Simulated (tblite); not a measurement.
## Frequency calculation, with input and output: C₆H₁₆N₂Si

- system: C₆H₁₆N₂Si, SMILES CCN1CC[C@@H](C)N1[SiH3]
- method: GFN2-xTB harmonic vibrations, gas phase (tblite 0.8.0)

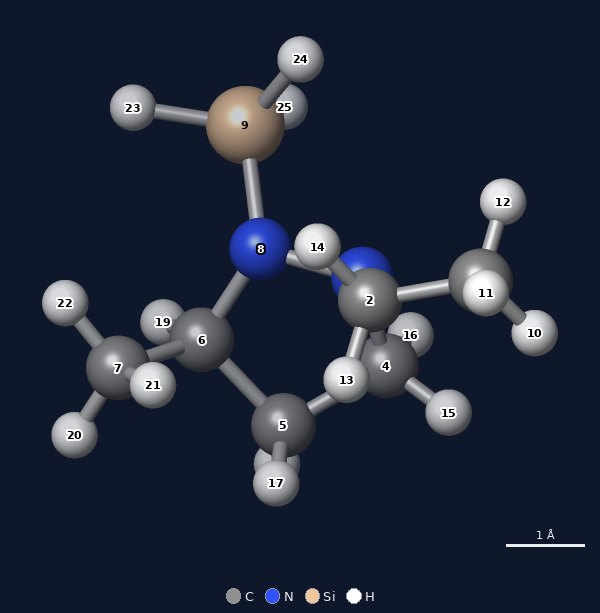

*The input geometry (ball-and-stick view, seen at a tilt; atoms are numbered from 1 in the order of the input).*

Bond lengths as drawn: C–C 1.52 to 1.54 Å, C–H 1.09 to 1.10 Å, C–N 1.45 to 1.46 Å, H–Si 1.46 to 1.47 Å, N–N 1.42 Å and N–Si 1.72 Å.

**Input**
```
{"job": {"kind": "ir", "xc": "GFN2-xTB", "basis": "xTB"}, "charge": 0, "multiplicity": 1}
C      2.838253    -0.904628     0.453164
C      1.370527    -0.624027     0.751485
N      0.774846     0.119739    -0.355311
C      0.227736    -0.716978    -1.407892
C     -1.206361    -1.045863    -0.956754
C     -1.577741     0.167387    -0.083965
C     -2.148131    -0.227363     1.276731
N     -0.327898     0.909719     0.063365
Si    -0.151520     2.610827    -0.091523
H      2.942127    -1.534373    -0.427099
H      3.302974    -1.409137     1.296683
H      3.358826     0.030424     0.267404
H      0.845665    -1.568617     0.959661
H      1.293932     0.012866     1.635131
H      0.841896    -1.601844    -1.568431
H      0.208036    -0.124145    -2.327486
H     -1.220086    -1.960360    -0.362354
H     -1.881334    -1.172970    -1.799944
H     -2.310877     0.799982    -0.596557
H     -3.081520    -0.771928     1.149528
H     -1.444296    -0.852457     1.821371
H     -2.339118     0.666868     1.864677
H     -1.249959     3.174813     0.698175
H      1.162771     2.905799     0.468425
H     -0.239683     3.140409    -1.462143
```

The first line tells a small driver script what to run in tblite; the rest is the geometry in Å.

Run on 1 CPU thread, shared host.

Run as:
```bash
OMP_NUM_THREADS=1 python <driver script> task.json out
```

**Output**
```
mode    cm-1     km/mol
  1      49.1      0.20
  2      66.4      0.05
  3      78.1      0.55
  4     105.9      1.33
  5     137.8      0.24
  6     174.5      0.36
  7     197.7      0.32
  8     216.8      0.02
  9     276.4      0.30
 10     314.3      1.45
 11     397.0      1.43
 12     419.0      0.55
 13     461.6      0.91
 14     533.8     21.12
 15     569.2     59.17
 16     603.5     86.40
 17     638.5      4.53
 18     746.3    214.80
 19     765.0     20.41
 20     811.7    153.07
 21     818.9    168.61
 22     824.9    226.73
 23     844.2     10.39
 24     893.8     11.85
 25     919.2      5.19
 26     979.1      1.28
 27    1001.0      5.40
 28    1013.6     10.31
 29    1019.4      0.87
 30    1075.7      4.52
 31    1098.3     13.89
 32    1104.2      9.66
 33    1125.9     11.93
 34    1143.9     24.98
 35    1167.0     46.66
 36    1176.0     35.95
 37    1193.1     25.52
 38    1229.0      2.01
 39    1261.4      3.27
 40    1278.8      3.07
 41    1296.0      9.96
 42    1298.1     28.43
 43    1329.5     18.26
 44    1334.9     10.20
 45    1398.7      5.57
 46    1404.2      7.26
 47    1469.0      0.16
 48    1478.2      0.36
 49    1487.5      1.07
 50    1489.2      2.32
 51    1491.8      1.44
 52    1501.5      2.45
 53    1502.3      0.38
 54    2167.0    396.53
 55    2232.5    280.43
 56    2291.9    286.36
 57    2851.8     77.84
 58    2908.0     50.31
 59    2945.4     39.12
 60    2983.4     17.09
 61    2986.4     46.44
 62    3005.9     44.09
 63    3020.6     21.87
 64    3024.1     60.79
 65    3034.9     38.66
 66    3035.9     45.96
 67    3039.0     35.38
 68    3042.6     29.41
 69    3054.1     24.73
```

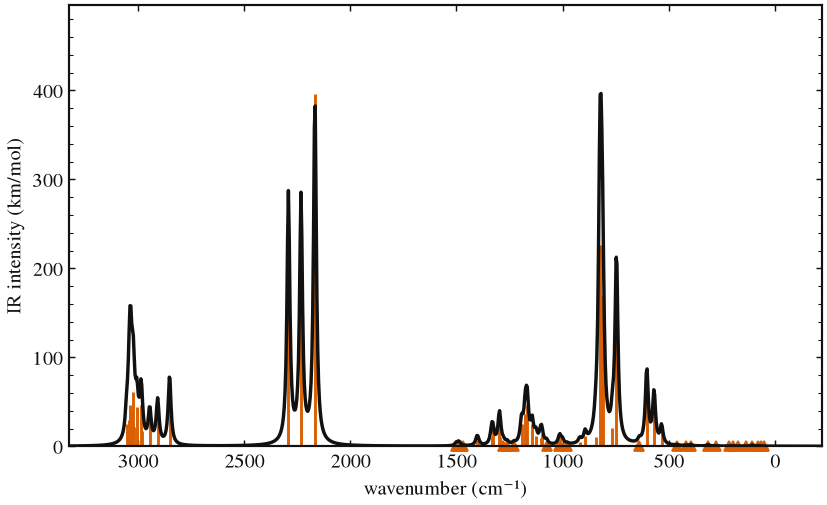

*Harmonic infrared spectrum, unscaled: sticks (degenerate modes added up, dark ones marked on the axis) with a Lorentzian envelope of 16 cm⁻¹ full width, scaled to the tallest stick.*

69 modes from 49 to 3054 cm⁻¹, none imaginary. The strongest line is at 2167 cm⁻¹ (397 km/mol).

**Key numbers**

| quantity | value |
| --- | --- |
| outcome | converged |
| total energy | −778.3171 eV |
| zero-point energy | 132.7130 kcal/mol |
| peak memory | 0.18 GiB |
